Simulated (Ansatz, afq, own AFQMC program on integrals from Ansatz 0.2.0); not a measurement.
# SiNH2 (doublet): AFQMC on the coupled-cluster ladder, cc-pVTZ

How near does AFQMC come to the top of the ladder for SiNH2 (doublet)?

Computed with Ansatz 0.2.0, Gaussian basis, and an in-house AFQMC program (afq) on its integrals; all values are calculated. Level: cc-pVTZ, frozen cores.

Plan: PBE (unrestricted); CCSD(T) on UHF; r2SCAN (unrestricted); PBE0 (unrestricted); B3LYP (unrestricted); wB97M-V (unrestricted); B2PLYP (unrestricted); Phaseless AFQMC, CISD trial on UHF; Phaseless AFQMC, single-determinant trial on UHF.

1 further run of the same task is left out (it didn't finish).

**1. What is computed**

The geometry is a PBE0/def2-TZVP stationary point (not a proven minimum).

4 atoms, charge 0, spin multiplicity 2.

Atoms are counted from 1 here; the program's logs count them from 0.

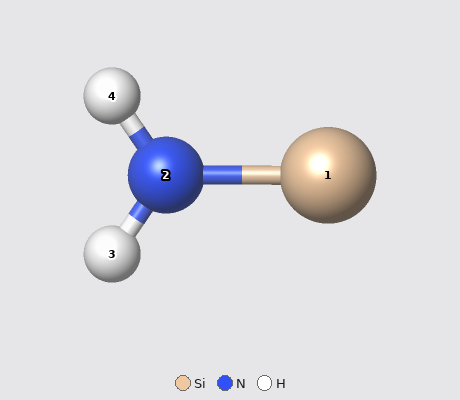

The geometry (silicon light orange, nitrogen blue, hydrogen white); atoms are numbered from 1 in the order of the file.

**2. PBE (unrestricted)**

The input, in.yaml:

```yaml
crystal:
  periodic: [false, false, false]
  atoms:
    - {symbol: Si, position_ang: [0.000000, 0.000000, 0.645532]}
    - {symbol: N, position_ang: [0.000000, 0.000000, -1.059936]}
    - {symbol: H, position_ang: [0.000000, 0.834992, -1.628999]}
    - {symbol: H, position_ang: [0.000000, -0.834993, -1.628999]}
basis:
  gaussian: {orbitals: cc-pVTZ}
magnetization: {spin_polarized: true, initial_magnetization: 1}
hamiltonian: {xc: {name: PBE}}
output: {orbitals: {seedname: orbitals}}
```

The run is started by

```bash
$ ansatz run in.yaml --threads 1 --pin off --events-out ev --progress --plain --max-ram 5632MiB --backend cpu
```

Output:

```text
Functional definition: PBE
  name "PBE"
  cite "Perdew, Burke & Ernzerhof, Phys. Rev. Lett. 77, 3865 (1996) doi:10.1103/PhysRevLett.77.3865"
  parent pbe
  parameter kappa = 0.804
  parameter beta = 0.06672455060314922
  exchange = pbe_x(kappa = kappa, mu = beta*pi^2/3)
  correlation = pbe_c(beta = beta)
570 factors; their error is unknown
mean field evaluation 1: about -9384.4840 eV, gradient 5.0e1 eV
mean field evaluation 2: about -9329.2908 eV, gradient 9.7e1 eV
mean field evaluation 4: about -9393.7719 eV, gradient 6.1e0 eV
mean field evaluation 8: about -9394.0134 eV, gradient 1.1e-1 eV
mean field evaluation 16: about -9394.0134 eV, gradient 2.6e-5 eV
mean field evaluation 32: about -9393.0155 eV, gradient 7.0e0 eV
mean field -9394.01343451 eV, -345.2236262274 hartree, gradient 2.6e-5 eV, S^2 0.756866; 5 other end points of the search recorded, 0 dependent functions left out
reference -9394.01346153 eV, -345.2236272202 hartree; 12, 11 occupied and 80, 81 virtual orbitals, 570 factors
Total energy: -9394.01346153 eV, -345.2236272202 hartree
```

Wall time 2.3 s (1 thread of AMD EPYC 7R13 (Zen 3), shared host); peak memory 0.73 GiB.

From the report: ⟨S²⟩ of the determinant 0.757 (pure doublet: 0.75).

**3. CCSD(T) on UHF**

Changes to in.yaml since step 2:

```diff
@@ -10,3 +10,2 @@
 magnetization: {spin_polarized: true, initial_magnetization: 1}
-hamiltonian: {xc: {name: PBE}}
-output: {orbitals: {seedname: orbitals}}
+correlation: {method: ccsd_t, electrons: outside_noble_gas, hamiltonian_folder: ham}
```

The run is started by

```bash
$ ansatz run in.yaml --threads 1 --pin off --events-out ev --progress --plain --max-ram 16896MiB --backend cuda --devices 0, --max-vram 18GiB
```

Output, shortened:

```text
Functional definition: HF
  name "HF"
  cite "Fock, Z. Phys. 61, 126 (1930) doi:10.1007/BF01340294"
  parent pbe
[...]
541 factors; integrals over basis functions are off by at most 1.5e-3 eV
[...]
mean field -9375.79656120 eV, -344.5541684808 hartree, gradient 2.4e-6 eV, S^2 0.778967; 6 other end points of the search recorded, 0 dependent functions left out
determinant -9375.79656120 eV, -344.5541684808 hartree, with singles and doubles -9384.54865635 eV, -344.8758020453 hartree
determinant -9374.87625281 eV, -344.5203477714 hartree, with singles and doubles -9383.58581409 eV, -344.8404182447 hartree
6 core orbitals not correlated: weight in the atoms' cores, before any rotation towards them, 1.000 or more for the frozen orbitals, at most 0.000 for the correlated occupied ones
reference -9375.79656120 eV, -344.5541684808 hartree; 6, 5 occupied and 80, 81 virtual orbitals, 541 factors
second order -8.04918760 eV of doubles, -0.00000000 eV of singles
cycle   1  -8.64386168 eV  change   -5.6e-1 eV  update   2.2e-2
[...]
cycle  10  -8.66448511 eV  change    8.9e-8 eV  update   3.4e-6
perturbative correction -0.35684284 eV, -0.0131137326 hartree
Total energy: -9384.81788915 eV, -344.8856961684 hartree
```

Run time: 2.5 s. Hardware: 1 × NVIDIA H100 80GB HBM3 with 1 thread of AMD EPYC 7R13 (Zen 3), shared host; peak host memory 0.84 GiB.

From the report: ⟨S²⟩ of the determinant 0.779 (pure doublet: 0.75); correlation -9.0213 eV; T1 0.019; largest double amplitude 0.08.

This run also writes the integrals to the folder ham.

**4. r2SCAN (unrestricted)**

Changes to in.yaml since step 3:

```diff
@@ -10,2 +10,2 @@
 magnetization: {spin_polarized: true, initial_magnetization: 1}
-correlation: {method: ccsd_t, electrons: outside_noble_gas, hamiltonian_folder: ham}
+hamiltonian: {xc: {name: r2SCAN}}
```

The run is started by

```bash
$ ansatz run in.yaml --threads 1 --pin off --events-out ev --progress --plain --max-ram 5632MiB --backend cpu
```

Output:

```text
Functional definition: r2SCAN
  name "r2SCAN"
  cite "Furness, Kaplan, Ning, Perdew & Sun, J. Phys. Chem. Lett. 11, 8208 (2020) doi:10.1021/acs.jpclett.0c02405"
  cite "Furness, Kaplan, Ning, Perdew & Sun, J. Phys. Chem. Lett. 11, 9248 (2020) doi:10.1021/acs.jpclett.0c03077"
  parent r2scan
  parameter k0 = 0.174
  parameter k1 = 0.065
  parameter a1 = 4.9479
  exchange = r2scan_x(k0 = k0, k1 = k1, a1 = a1)
  correlation = r2scan_c
570 factors; their error is unknown
mean field evaluation 1: about -9390.3000 eV, gradient 4.6e1 eV
mean field evaluation 2: about -9348.9189 eV, gradient 8.7e1 eV
mean field evaluation 4: about -9398.1773 eV, gradient 3.9e0 eV
mean field evaluation 8: about -9398.2754 eV, gradient 3.8e-2 eV
mean field evaluation 16: about -9398.2499 eV, gradient 5.1e-5 eV
mean field -9398.24990881 eV, -345.3793137860 hartree, gradient 5.1e-5 eV, S^2 0.762297; 3 other end points of the search recorded, 0 dependent functions left out
reference -9398.24991882 eV, -345.3793141542 hartree; 12, 11 occupied and 80, 81 virtual orbitals, 570 factors
Total energy: -9398.24991882 eV, -345.3793141542 hartree
```

Run time: 4.8 s. Hardware: 1 thread of AMD EPYC 7R13 (Zen 3), shared host; peak memory 0.73 GiB.

From the report: ⟨S²⟩ of the determinant 0.762 (pure doublet: 0.75).

**5. PBE0 (unrestricted)**

Changes to in.yaml since step 4:

```diff
@@ -10,2 +10,3 @@
 magnetization: {spin_polarized: true, initial_magnetization: 1}
-hamiltonian: {xc: {name: r2SCAN}}
+hamiltonian: {xc: {name: PBE0}}
+output: {orbitals: {seedname: orbitals}}
```

Launched as before.

Output:

```text
Functional definition: PBE0
  name "PBE0"
  cite "Adamo & Barone, J. Chem. Phys. 110, 6158 (1999) doi:10.1063/1.478522"
  cite "Perdew, Burke & Ernzerhof, Phys. Rev. Lett. 77, 3865 (1996) doi:10.1103/PhysRevLett.77.3865"
  parent pbe
  parameter a = 0.25
  parameter kappa = 0.804
  parameter beta = 0.06672455060314922
  exchange = (1 - a)*pbe_x(kappa = kappa, mu = beta*pi^2/3) + a*exact_x
  correlation = pbe_c(beta = beta)
582 factors; their error is unknown
mean field evaluation 1: about -9388.4209 eV, gradient 4.1e1 eV
mean field evaluation 2: about -9367.2857 eV, gradient 7.1e1 eV
mean field evaluation 4: about -9394.7241 eV, gradient 2.0e0 eV
mean field evaluation 8: about -9394.7790 eV, gradient 2.1e-2 eV
mean field evaluation 16: about -9394.7790 eV, gradient 4.7e-5 eV
mean field -9394.77903727 eV, -345.2517616097 hartree, gradient 4.7e-5 eV, S^2 0.759411; 1 other end points of the search recorded, 0 dependent functions left out
reference -9394.77905797 eV, -345.2517623706 hartree; 12, 11 occupied and 80, 81 virtual orbitals, 582 factors
Total energy: -9394.77905797 eV, -345.2517623706 hartree
```

It took 1.4 s on 1 thread of AMD EPYC 7R13 (Zen 3), shared host; peak memory 1.6 GiB.

From the report: ⟨S²⟩ of the determinant 0.759 (pure doublet: 0.75).

**6. B3LYP (unrestricted)**

Changes to in.yaml since step 5:

```diff
@@ -10,3 +10,2 @@
 magnetization: {spin_polarized: true, initial_magnetization: 1}
-hamiltonian: {xc: {name: PBE0}}
-output: {orbitals: {seedname: orbitals}}
+hamiltonian: {xc: {name: B3LYP}}
```

Launched as before.

Output, shortened:

```text
Functional definition: B3LYP
  name "B3LYP"
  cite "Stephens, Devlin, Chabalowski & Frisch, J. Phys. Chem. 98, 11623 (1994) doi:10.1021/j100096a001"
  cite "Becke, Phys. Rev. A 38, 3098 (1988) doi:10.1103/PhysRevA.38.3098"
  cite "Lee, Yang & Parr, Phys. Rev. B 37, 785 (1988) doi:10.1103/PhysRevB.37.785"
  cite "Vosko, Wilk & Nusair, Can. J. Phys. 58, 1200 (1980) doi:10.1139/p80-159"
[...]
579 factors; their error is unknown
[...]
mean field -9400.49776741 eV, -345.4619210662 hartree, gradient 2.8e-5 eV, S^2 0.756155; 1 other end points of the search recorded, 0 dependent functions left out
reference -9400.49794019 eV, -345.4619274158 hartree; 12, 11 occupied and 80, 81 virtual orbitals, 579 factors
Total energy: -9400.49794019 eV, -345.4619274158 hartree
```

Wall time 1.4 s (1 thread of AMD EPYC 7R13 (Zen 3), shared host); peak memory 1.6 GiB.

From the report: ⟨S²⟩ of the determinant 0.756 (pure doublet: 0.75).

**7. wB97M-V (unrestricted)**

Changes to in.yaml since step 6:

```diff
@@ -10,2 +10,3 @@
 magnetization: {spin_polarized: true, initial_magnetization: 1}
-hamiltonian: {xc: {name: B3LYP}}
+hamiltonian: {xc: {name: wB97M-V}}
+output: {orbitals: {seedname: orbitals}}
```

Same command.

Output, shortened:

```text
Functional definition: wB97M-V
  name "wB97M-V"
  cite "Mardirossian & Head-Gordon, J. Chem. Phys. 144, 214110 (2016) doi:10.1063/1.4952647"
  cite "Becke, J. Chem. Phys. 107, 8554 (1997) doi:10.1063/1.475007"
  cite "Vydrov & Van Voorhis, J. Chem. Phys. 133, 244103 (2010) doi:10.1063/1.3521275"
  # Of w^i u^j: cxij and so on, Table III.
[...]
  gx(w, u) = 1 - cx + cx01*u + cx10*w
  gss(w, u) = css00 + css04*u^4 + css10*w + css20*w^2 + css43*w^4*u^3
  gos(w, u) = cos00 + cos10*w + (cos20 + cos21*u)*w^2 + (cos60 + cos61*u)*w^6
[...]
      + integral(e_c_pw_mod_opposite_spin*gos(b97_w_opposite, b97_u_opposite)) + vv10(b, c)
579 factors; their error is unknown
121 factors; integrals over basis functions are off by at most 9.6e-5 eV
[...]
mean field -9398.70825654 eV, -345.3961577545 hartree, gradient 3.5e-5 eV, S^2 0.752542; 1 other end points of the search recorded, 0 dependent functions left out
reference -9398.70828835 eV, -345.3961589236 hartree; 12, 11 occupied and 80, 81 virtual orbitals, 579 factors
Total energy: -9398.70828835 eV, -345.3961589236 hartree
```

Wall time 4.5 s (1 thread of AMD EPYC 7R13 (Zen 3), shared host); peak memory 1.6 GiB.

From the report: ⟨S²⟩ of the determinant 0.753 (pure doublet: 0.75).

**8. B2PLYP (unrestricted)**

Changes to in.yaml since step 7:

```diff
@@ -10,3 +10,3 @@
 magnetization: {spin_polarized: true, initial_magnetization: 1}
-hamiltonian: {xc: {name: wB97M-V}}
-output: {orbitals: {seedname: orbitals}}
+hamiltonian: {xc: {name: B2PLYP}}
+correlation: {electrons: outside_noble_gas}
```

Launched as before.

Output, shortened:

```text
Functional definition: B2PLYP
  name "B2PLYP"
  cite "Grimme, J. Chem. Phys. 124, 034108 (2006) doi:10.1063/1.2148954"
  cite "Becke, Phys. Rev. A 38, 3098 (1988) doi:10.1103/PhysRevA.38.3098"
  cite "Lee, Yang & Parr, Phys. Rev. B 37, 785 (1988) doi:10.1103/PhysRevB.37.785"
[...]
541 factors; integrals over basis functions are off by at most 1.5e-3 eV
[...]
mean field -9392.77854864 eV, -345.1782450085 hartree, gradient 4.2e-6 eV, S^2 0.761820; 2 other end points of the search recorded, 0 dependent functions left out
6 core orbitals not correlated: weight in the atoms' cores, before any rotation towards them, 1.000 or more for the frozen orbitals, at most 0.000 for the correlated occupied ones
reference -9392.77865924 eV, -345.1782490730 hartree; 6, 5 occupied and 80, 81 virtual orbitals, 541 factors
second order -9.91373758 eV of doubles, -0.00000000 eV of singles
Total energy: -9395.45536839 eV, -345.2766163198 hartree
```

It took 2.4 s on 1 thread of AMD EPYC 7R13 (Zen 3), shared host; peak memory 1.7 GiB.

From the report: ⟨S²⟩ of the determinant 0.762 (pure doublet: 0.75).

**9. Phaseless AFQMC, CISD trial on UHF**

It reads the integrals that the CCSD(T) run on this determinant wrote.

The run is started by

```bash
$ afq ham --method phaseless --trial cisd --walkers 600 --populations 10 --least-time 60 --time-step 0.005 --steps-per-block 50 --equilibration-blocks 28 --max-blocks 4000 --target-error 0.0002 --factor-cut 1e-05 --start spin_pure --seed 8493 --release-times 0.24,0.5,1,1.5 --release-step 0.02 --release-every 3 --taylor-order 6
```

Output:

```text
orbitals 86  electrons 6 5  factors 534 of 541
reference energy -344.55416848 Eh
CCSD correlation -0.31841401 Eh in 12 cycles, weight of the determinant in the CISD state 0.8708
energy of the start -344.870907 Eh
 block  time / (1/Eh)  mean weight  energy / Eh
     1     0.250  1.0001  -344.869126
     2     0.500  0.9998  -344.874329
     3     0.750  1.0001  -344.877900
     4     1.000  0.9986  -344.879414
     5     1.250  1.0002  -344.883752
     6     1.500  0.9999  -344.885167
     7     1.750  0.9998  -344.883121
     8     2.000  0.9993  -344.885056
     9     2.250  1.0000  -344.884820
    10     2.500  1.0012  -344.886004
    19     4.750  0.9999  -344.885878
    28     7.000  1.0007  -344.889717
    37     9.250  0.9998  -344.885933
    46    11.500  0.9996  -344.885286
    55    13.750  0.9991  -344.885806
    64    16.000  0.9999  -344.886222
    73    18.250  1.0003  -344.888484
    82    20.500  1.0004  -344.885803
    91    22.750  1.0005  -344.889211
   100    25.000  1.0000  -344.885901
   109    27.250  1.0002  -344.886207
   118    29.500  1.0013  -344.884620
   127    31.750  1.0000  -344.887574
   136    34.000  1.0004  -344.888989
   145    36.250  0.9988  -344.886583
   154    38.500  0.9998  -344.891693
   163    40.750  1.0002  -344.888368
   172    43.000  1.0007  -344.886405
   181    45.250  0.9998  -344.884996
   190    47.500  0.9991  -344.885165
   199    49.750  1.0014  -344.888592
   208    52.000  1.0004  -344.892621
   217    54.250  1.0005  -344.886009
   226    56.500  1.0004  -344.883719
   235    58.750  0.9987  -344.885167
   244    61.000  0.9995  -344.887185
   253    63.250  1.0004  -344.889671
   262    65.500  0.9999  -344.886594
   271    67.750  1.0000  -344.886720
   280    70.000  1.0002  -344.888349
   289    72.250  0.9995  -344.886472
   298    74.500  1.0013  -344.886868
   307    76.750  0.9995  -344.886331
   316    79.000  0.9998  -344.885578
   325    81.250  0.9994  -344.886313
   334    83.500  1.0003  -344.884379
   343    85.750  0.9984  -344.883455
   352    88.000  1.0002  -344.888339
   361    90.250  1.0009  -344.892306
   370    92.500  0.9997  -344.889452
   379    94.750  1.0010  -344.886140
   388    97.000  1.0008  -344.888339
error from the spread of 10 populations
released: time / (1/Eh)  energy / Eh  error  mean overlap
  0.24  -344.887146  0.000198  1.0001
  0.50  -344.887157  0.000192  0.9962
  1.00  -344.887192  0.000213  0.9931
  1.50  -344.887275  0.000154  0.9881
energy -344.887072 +/- 0.000281 Eh
```

Run time: 3.6 min. Hardware: 1 × NVIDIA H100 80GB HBM3 with 2 threads of AMD EPYC 7R13 (Zen 3), shared host; peak host memory 1.7 GiB.

Energy -9384.8553 ± 0.0077 eV. Caveats: constraint bias not in the error.

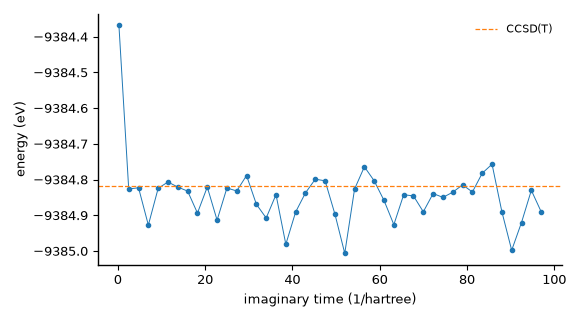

Block energies along the walk.

**10. Phaseless AFQMC, single-determinant trial on UHF**

It reads the integrals that the CCSD(T) run on this determinant wrote.

The run is started by

```bash
$ afq ham --method phaseless --trial hf --walkers 600 --populations 10 --least-time 40 --time-step 0.005 --steps-per-block 20 --equilibration-blocks 112 --max-blocks 4000 --target-error 0.001 --factor-cut 1e-05 --start spin_pure --seed 2327 --taylor-order 6
```

Output:

```text
orbitals 86  electrons 6 5  factors 534 of 541
reference energy -344.55416848 Eh
CCSD correlation -0.31841401 Eh in 12 cycles, weight of the determinant in the CISD state 0.8708
energy of the start -344.554571 Eh
 block  time / (1/Eh)  mean weight  energy / Eh
     1     0.100  1.0019  -344.647295
     2     0.200  1.0020  -344.705172
     3     0.300  1.0032  -344.742281
     4     0.400  1.0021  -344.772566
     5     0.500  1.0015  -344.789081
     6     0.600  1.0007  -344.807056
     7     0.700  1.0004  -344.826318
     8     0.800  1.0013  -344.821278
     9     0.900  1.0011  -344.824219
    10     1.000  0.9995  -344.833469
    21     2.100  1.0002  -344.882521
    41     4.100  1.0010  -344.889540
    61     6.100  1.0003  -344.907128
    81     8.100  0.9990  -344.880320
   101    10.100  1.0007  -344.881501
   121    12.100  1.0009  -344.884107
   141    14.100  1.0009  -344.884822
   161    16.100  1.0010  -344.900824
   181    18.100  1.0000  -344.895863
   201    20.100  1.0003  -344.886774
   221    22.100  0.9986  -344.901327
   241    24.100  1.0000  -344.908256
   261    26.100  1.0003  -344.892885
   281    28.100  1.0007  -344.873419
   301    30.100  0.9999  -344.897828
   321    32.100  0.9995  -344.891933
   341    34.100  0.9989  -344.906729
   361    36.100  0.9985  -344.874922
   381    38.100  0.9991  -344.895405
   401    40.100  1.0013  -344.876173
   421    42.100  1.0005  -344.888960
   441    44.100  1.0002  -344.894731
   461    46.100  0.9997  -344.893858
   481    48.100  0.9990  -344.874341
   501    50.100  0.9995  -344.869421
   521    52.100  1.0003  -344.896969
   541    54.100  1.0001  -344.874569
   561    56.100  1.0005  -344.884414
   581    58.100  0.9989  -344.884320
   601    60.100  1.0009  -344.883568
   621    62.100  0.9998  -344.897987
   641    64.100  0.9991  -344.875267
   661    66.100  1.0007  -344.873527
   681    68.100  1.0005  -344.879713
   701    70.100  0.9995  -344.893406
   721    72.100  1.0007  -344.900190
   741    74.100  1.0012  -344.901529
   761    76.100  0.9995  -344.897659
   781    78.100  0.9998  -344.885874
   801    80.100  0.9997  -344.882021
error from the spread of 10 populations
energy -344.887463 +/- 0.001311 Eh
```

It took 87 s on 1 × NVIDIA H100 80GB HBM3 with 2 threads of AMD EPYC 7R13 (Zen 3), shared host; peak host memory 1.7 GiB.

Energy -9384.8660 ± 0.0357 eV. Caveats: constraint bias not in the error.

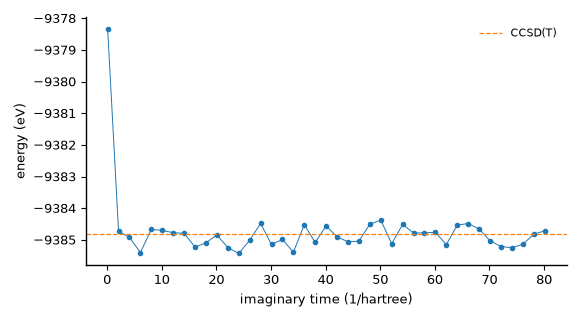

Block energies along the walk.

**11. AFQMC on the ladder**

On the UHF determinant, counted from CCSD(T) (a yardstick, not exact):

```tsv
level	energy (eV)	from CCSD(T) (kcal/mol)	statistical error (kcal/mol)	time
HF	-9375.7966	+208.04		
MP2	-9383.8457	+22.42		
CCSD	-9384.4610	+8.23		
CCSD(T)	-9384.8179	0.00		
Phaseless AFQMC, CISD trial, step 0.005, 600 walkers	-9384.8553	-0.86	0.18	3.6 min
Phaseless AFQMC, single-determinant trial, step 0.005, 600 walkers	-9384.8660	-1.11	0.82	87 s
```

The functionals' totals stand on their own zeros and serve differences with other points: PBE -9394.013 eV; r2SCAN -9398.250 eV; PBE0 -9394.779 eV; B3LYP -9400.498 eV; wB97M-V -9398.708 eV; B2PLYP -9395.455 eV.

**12. Summary of results**

| quantity | value |
| --- | --- |
| Phaseless AFQMC, CISD trial on UHF from CCSD(T) | -0.86 ± 0.18 kcal/mol |
| Phaseless AFQMC, single-determinant trial on UHF from CCSD(T) | -1.11 ± 0.82 kcal/mol |

In words: On UHF the phaseless walk with the CISD trial lies -0.86 kcal/mol from CCSD(T), 5 times its error bar. Error bars are statistical and leave out the constraint, the time step and what remains of the start.
